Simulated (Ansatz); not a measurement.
# Na2CaMgP2O8 (P-3m1): how G0W0 depends on its starting point, part 2 of 2

Aim: G0W0 for Na2CaMgP2O8 (P-3m1) on several starting functionals, at one mesh, band count and screening cutoff.

Ansatz 0.2.0; G0W0 on several functionals, plane waves, PAW. Known limits of the many-body steps: not at the basis limit; coarse k mesh.

So far. Step 2 (G0W0 on LDA): The gap on the mesh goes from 3.03 eV to 5.35 eV, a correction of +2.33 eV. Between the two edge states, bare exchange in place of the xc potential would open the gap by 10.12 eV, and correlation takes back 7.79 eV.

In doubt: masses and optical values from hybrid runs of this build are listed as unsure (step 4), which bears on the screening that GW takes from such a start.

## 3. G0W0 on r2SCAN

The same correction from a different start measures what one shot leaves open.

This step: G0W0 on r2SCAN, plane waves, PAW.

Input file input.yaml:

```yaml
crystal:
  lattice:
    - [5.309, 0.0, 0.0]
    - [-2.6545, 4.5977288687, 0.0]
    - [0.0, 0.0, 7.237]
  atoms:
    - { symbol: Na, position: [0.3333333333, 0.6666666667, 0.7042996018] }
    - { symbol: Na, position: [0.6666666667, 0.3333333333, 0.2957003982] }
    - { symbol: Ca, position: [0.0, 0.0, 0.5] }
    - { symbol: Mg, position: [0.0, 0.0, 0.0] }
    - { symbol: P, position: [0.3333333333, 0.6666666667, 0.1970762484] }
    - { symbol: P, position: [0.6666666667, 0.3333333333, 0.8029237516] }
    - { symbol: O, position: [0.3333333333, 0.6666666667, -0.0106699007] }
    - { symbol: O, position: [0.6666666667, 0.3333333333, 1.0106699007] }
    - { symbol: O, position: [0.174395379, 0.825604621, 0.271664958] }
    - { symbol: O, position: [0.174395379, 0.3487907579, 0.271664958] }
    - { symbol: O, position: [0.6512092421, 0.825604621, 0.271664958] }
    - { symbol: O, position: [0.825604621, 0.174395379, 0.728335042] }
    - { symbol: O, position: [0.3487907579, 0.174395379, 0.728335042] }
    - { symbol: O, position: [0.825604621, 0.6512092421, 0.728335042] }
kpoints:
  mp_grid: { grid: [6, 6, 2] }
hamiltonian:
  xc: r2scan
scf:
  occupations: { method: fixed }
gw:
  n_empty_bands: 377
  ecut_chi: 96
  qp_bands: [v4, c4]
  qp_kpoints: band_edges
  screening: { model: contour_deformation }
```

The run is started by

```sh
$ ansatz run input.yaml --threads 3 --pin off --max-ram 92160MiB --backend cuda --events-out ev --progress --plain --runs-dir out --devices 1 --max-vram 13GiB  # rebuilt from the run's record
```

Numbers of over 12 decimals in the logs are rounded to 6 here.

What it wrote:

```text
GPUs: using 1 of 1 available (devices: 1).
[...]
GPU FFT provider: cuFFT
GPU libraries: cuBLAS 13.8.2, cuFFT 12.4.0, cuSOLVER 12.3.4
Crystal: 14 atoms, lattice volume = 176.650 Å³
Basis set: ecut = 500 eV, 4503 PW (Γ), exchange–correlation on 160×160×216 points (64 copies of the dense FFT grid, shifted against one another)
Bands: 62, of which v1, the nominal top of the filled ones, is band 48 counted from 1 (47 counted from 0)
Symmetry: 12 space group operations
[...]
k-points: 14 of 72
[...]
GPU buffer pool allocated for 86400 grid points (all kernels)
[...]
SCF iter   1: F=—  HF=-12807.155634 eV  |F-HF|=—  |Δ(HF+E_count)|=         —  Δρ=9.28e-3  dr2=1.40e-1  dr2_τ=9.76e-1  ethr=1.77e-3  ⟨swp⟩=5.6  Hψ=3364  notcnv=0  defer=162
[...]
SCF iter   8: F=-12807.436660 eV  HF=-12807.436660 eV  |F-HF|=7.46e-11  |Δ(HF+E_count)|=   6.92e-9  Δρ=4.21e-6  dr2=3.13e-8  dr2_τ=3.58e-9  ethr=1.04e-10  ⟨swp⟩=20.0  Hψ=5913  notcnv=0
SCF 1 converged in 8 iterations: F = -12807.436660 eV  dr2 = 3.13e-8
[...]
NSCF: frozen V_eff on 14 k-points
[...]
G₀W₀ screening: q 1/14
[... further progress lines ...]
SCF converged after 8 iterations
Free energy (F): -12807.436660 eV
[...]
Internal energy: -12807.436660 eV  (E = F + TS)
E sigma→0 (E₀):  -12807.436660 eV
Fermi energy:    4.350519 eV
[...]
--- Band table (eV; the first three rows and the last of 14) ---
  k-point 0: bands = [... 44 lower, 4.2342, 4.2937, 4.3184, 4.3184, 8.2550, 10.6907, 11.4560, 11.4560, ... 10 higher]
  k-point 1: bands = [... 44 lower, 4.2457, 4.2781, 4.2781, 4.2821, 9.4084, 9.4659, 11.3212, 11.3212, ... 10 higher]
  k-point 2: bands = [... 44 lower, 4.0700, 4.1248, 4.2036, 4.3505, 8.5853, 10.8711, 11.2962, 11.6003, ... 10 higher]
  k-point 13: bands = [... 44 lower, 3.9855, 3.9990, 3.9990, 4.0712, 10.7444, 10.9040, 10.9040, 11.6805, ... 10 higher]
[...]
0    45      4.2342   -26.5785     4.2593   -21.3395  0.8003     3.2453     3.2546  root
     0    46      4.2937   -26.6871     4.2620   -21.4609  0.8003     3.3205     3.3295  root
     0    47      4.3184   -26.1300     4.1524   -20.9530  0.7988     3.2829     3.2938  root
     0    48      4.3184   -26.1300     4.1524   -20.9530  0.7988     3.2829     3.2938  root
     0    49      8.2550    -5.5938    -3.1647    -9.5592  0.8720     9.0595     9.0557  root
     0    50     10.6907    -7.0287    -3.5616   -11.9018  0.8517    12.0162    12.0021  root
     0    51     11.4560    -7.0494    -4.1489   -13.2665  0.8494    13.5652    13.5241  root
     0    52     11.4560    -7.0494    -4.1489   -13.2665  0.8494    13.5652    13.5241  root
[...]
13    49     10.7444    -7.1942    -3.3853   -11.6111  0.8477    11.7847    11.7759  root
    13    50     10.9040    -5.8213    -3.4480   -10.5882  0.8604    12.2369    12.2229  root
    13    51     10.9040    -5.8213    -3.4480   -10.5882  0.8604    12.2369    12.2229  root
    13    52     11.6805    -6.6245    -4.0574   -12.4785  0.8500    13.5088    13.4769  root
```

Run time: 56 s. Hardware: 1 × NVIDIA H100 80GB HBM3 (shared by 6 runs) with 3 threads of AMD EPYC 7R13 (Zen 3), shared host; peak memory 2.3 GiB.

This step gave:

```
bands summed                                 : 425
RPA ε∞ on this mesh (eigenvalues)            : 2.428, 2.428, 2.492
plane waves in the screening matrix          : 401
q-points in the mesh                         : 72
G0W0 gap on the mesh                         : 5.708 eV
k of the valence top                         : 0, 0.1667, 0
k of the conduction bottom                   : 0, 0, 0
starting gap on the mesh                     : 3.904 eV
Z at the valence top                         : 0.7989
Z at the conduction bottom                   : 0.8720
least direct G0W0 gap on the computed points : 5.726 eV
```

Against the run with 6×6×2 mesh, 377 empty bands, screening to 96 eV on LDA, the gap moves by +0.35 eV, while the start moved by +0.88 eV.

## 4. G0W0 on HSE06

This step: G0W0 on HSE06, plane waves, PAW.

Edit input.yaml of step 3 so:

```diff
@@ -23,3 +23,3 @@
 hamiltonian:
-  xc: r2scan
+  xc: hse06
 scf:
```

What it wrote:

```text
GPUs: using 1 of 1 available (devices: 1).
[...]
davidson cushion auto → on  (no smearing: the cushion is to keep the highest requested band from converging to the state above it; pin scf.eigensolver.cushion to override)
[...]
GPU FFT provider: cuFFT
GPU libraries: cuBLAS 13.8.2, cuFFT 12.4.0, cuSOLVER 12.3.4
Crystal: 14 atoms, lattice volume = 176.650 Å³
Basis set: ecut = 420 eV, 3439 PW (Γ)
[...]
0    51     12.0089    -6.5568    -3.8031   -11.9384  0.8679    13.6042    13.5873  root
     0    52     12.0089    -6.5568    -3.8031   -11.9384  0.8679    13.6042    13.5873  root
[...]
13    49     10.8067    -7.0653    -3.2856   -11.4386  0.8627    11.9021    11.8944  root
    13    50     11.2512    -5.3779    -3.2028    -9.5674  0.8770    12.2437    12.2379  root
    13    51     11.2512    -5.3779    -3.2028    -9.5674  0.8770    12.2437    12.2379  root
    13    52     12.1676    -6.1364    -3.7034   -11.1503  0.8687    13.4899    13.4782  root
[key lines of the parts left out:]
Free energy (F): -12778.728494 eV
Fermi energy:    3.550615 eV
```

The job ended after 98 s (1 × NVIDIA H100 80GB HBM3 (shared by 6 runs) with 3 threads; peak memory 2.8 GiB; 2.4 min of CPU time).

This step gave:

```
bands summed                                 : 425
RPA ε∞ on this mesh (eigenvalues)            : 2.280, 2.280, 2.319
plane waves in the screening matrix          : 401
G0W0 gap on the mesh                         : 6.133 eV
k of the valence top                         : 0, 0.1667, 0
k of the conduction bottom                   : 0, 0, 0
starting gap on the mesh                     : 4.863 eV
least direct G0W0 gap on the computed points : 6.160 eV
```

Against the run with 6×6×2 mesh, 377 empty bands, screening to 96 eV on r2SCAN, the gap moves by +0.42 eV, while the start moved by +0.96 eV.

## 5. The starts together

All on the 6×6×2 mesh with 377 empty bands and screening to 96 eV. Times are wall times on 1 × NVIDIA H100 80GB HBM3 (shared by 6 runs) with 3 threads of AMD EPYC 7R13 (Zen 3), shared host, good to a factor of about two.

| start | starting gap (eV) | shift (eV) | G0W0 gap (eV) | RPA ε∞ (harmonic mean) | Z (valence, conduction) | time |
| --- | --- | --- | --- | --- | --- | --- |
| LDA | 3.03 | +2.33 | 5.35 | 2.73 | 0.78, 0.86 | 56 s |
| r2SCAN | 3.90 | +1.80 | 5.71 | 2.45 | 0.80, 0.87 | 56 s |
| HSE06 | 4.86 | +1.27 | 6.13 | 2.29 | 0.82, 0.88 | 98 s |

How the two edges are built up, in eV (the quasiparticle level is the starting level plus Σx plus Σc less Vxc):

| run | edge | start | Σx | Σc | Vxc | Z | QP |
| --- | --- | --- | --- | --- | --- | --- | --- |
| LDA | valence top | 4.39 | -26.23 | 4.41 | -20.76 | 0.78 | 3.33 |
| LDA | conduction bottom | 7.42 | -6.12 | -3.38 | -10.76 | 0.86 | 8.69 |
| r2SCAN | valence top | 4.35 | -26.31 | 4.19 | -21.12 | 0.80 | 3.35 |
| r2SCAN | conduction bottom | 8.26 | -5.59 | -3.16 | -9.56 | 0.87 | 9.06 |
| HSE06 | valence top | 3.55 | -26.30 | 3.90 | -21.89 | 0.82 | 3.04 |
| HSE06 | conduction bottom | 8.41 | -5.55 | -3.07 | -9.38 | 0.88 | 9.17 |

For a hybrid start, Vxc holds its share of exact exchange.

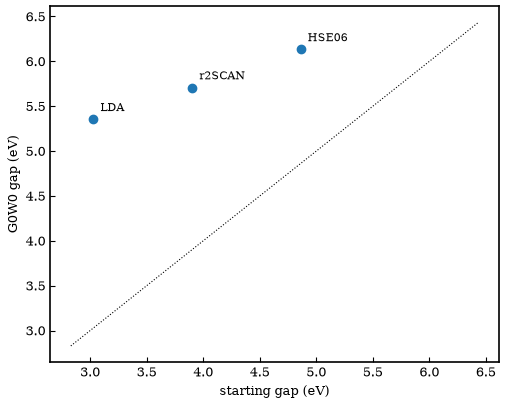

G0W0 gap against starting gap; on the dotted line the correction would vanish.

## 6. Outcome

* G0W0@LDA: 5.35 eV (start 3.03 eV)
* G0W0@r2SCAN: 5.71 eV (start 3.90 eV)
* G0W0@HSE06: 6.13 eV (start 4.86 eV)
* known limits: not at the basis limit; coarse k mesh

What this shows: The starting gaps span 1.83 eV and the G0W0 gaps 0.78 eV. Between LDA and HSE06, 0.78 eV of the 1.83 eV survives, 42 %. HSE06 screens less than LDA (ε∞ 2.29 against 2.73). Of the 0.78 eV by which its G0W0 gap is higher, the correlation part gives +0.83 eV, and exchange with the one-particle terms, which follow the orbitals, −0.05 eV. The smallest correction, +1.27 eV, is on HSE06, the start nearest to reproducing itself. Bands and cutoff are finite, so the gap is not at the basis limit. The miss can reach some tenths of an eV and take either sign; the mesh is an error of its own. The 6×6×2 mesh is coarse for this cell (its supercell is 14 Å along the shortest edge). The RPA ε∞ on it, from the LDA start, is 2.71 and 2.77; such meshes misread the long-range screening, most where the gap is narrow.

[Paths, hosts, dates, memory and timing lines, banners, echoed tables and standing remarks are left out of the program output.]

[Logs are printed without paths, hosts, clocks, repeated set-up lines and the standing remarks that a program may print on its own settings, such as how far it seeks lower states.]

[Runs of the session that timed out or met a known fault of the program may be left out.]

[Cells called generated may have been cut or substituted from an entry of the Crystallography Open Database or the Materials Project.]

[Hosts, paths, dates, database ids (printed as entryN), source tags and the programs' standing remarks are cut or masked in the printed files.]
